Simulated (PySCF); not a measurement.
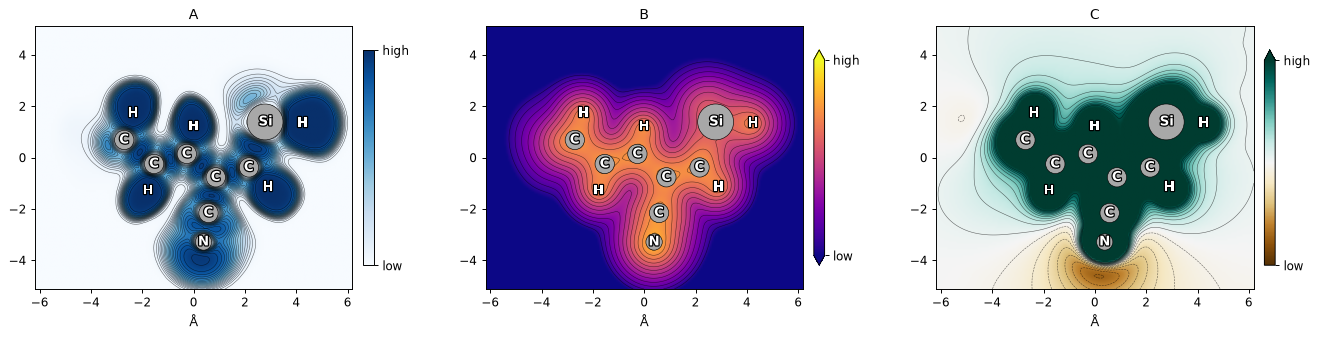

C₈H₁₁NSi (SMILES C=CC/C=C/C(C#N)=C\[SiH3]): 3 fields on the plane of atoms C4, C5 and C6, with unlabelled colour scales. Grey discs cover the atomic cores.

Geometry: GFN2-xTB.

Level of theory: PBE0/pcSseg-1, SCF density, gas phase, non-relativistic (PySCF).

```yaml
atoms:
  - { symbol: C, position_ang: [3.6807, -0.6137, -0.6330] }
  - { symbol: C, position_ang: [2.9858, 0.4738, -0.3628] }
  - { symbol: C, position_ang: [1.9686, 0.5726, 0.7372] }
  - { symbol: C, position_ang: [0.6451, 0.9757, 0.1755] }
  - { symbol: C, position_ang: [-0.4518, 0.2212, 0.2295] }
  - { symbol: C, position_ang: [-1.7341, 0.6121, -0.3257] }
  - { symbol: C, position_ang: [-1.7994, 1.8600, -0.9996] }
  - { symbol: N, position_ang: [-1.8864, 2.8620, -1.5508] }
  - { symbol: C, position_ang: [-2.8593, -0.1266, -0.2448] }
  - { symbol: Si, position_ang: [-3.0271, -1.8019, 0.5961] }
  - { symbol: H, position_ang: [3.5633, -1.5200, -0.0614] }
  - { symbol: H, position_ang: [4.4010, -0.6456, -1.4324] }
  - { symbol: H, position_ang: [3.1143, 1.3719, -0.9523] }
  - { symbol: H, position_ang: [2.2981, 1.3406, 1.4461] }
  - { symbol: H, position_ang: [1.8895, -0.3793, 1.2647] }
  - { symbol: H, position_ang: [0.6163, 1.9396, -0.3180] }
  - { symbol: H, position_ang: [-0.4333, -0.7453, 0.7152] }
  - { symbol: H, position_ang: [-3.7483, 0.2896, -0.7042] }
  - { symbol: H, position_ang: [-4.4202, -2.2216, 0.4551] }
  - { symbol: H, position_ang: [-2.1363, -2.7709, -0.0486] }
  - { symbol: H, position_ang: [-2.6754, -1.6770, 2.0139] }
```

### Match the panels to the quantities (electron density, electron localisation function and electrostatic potential).

Panel A: electron localisation function. Panel B: electron density. Panel C: electrostatic potential (strongly positive close to the atoms, with negative regions outside electron-rich atoms). From the grid: C–N (1.15 Å): ρ is about 3.6 e/Å³ halfway; the ELF peaks at about 0.85 between the atoms: a short, multiple covalent bond. C–C (1.33 Å): ρ is about 2.3 e/Å³ halfway; the ELF peaks at about 0.95 between the atoms: a multiple bond.
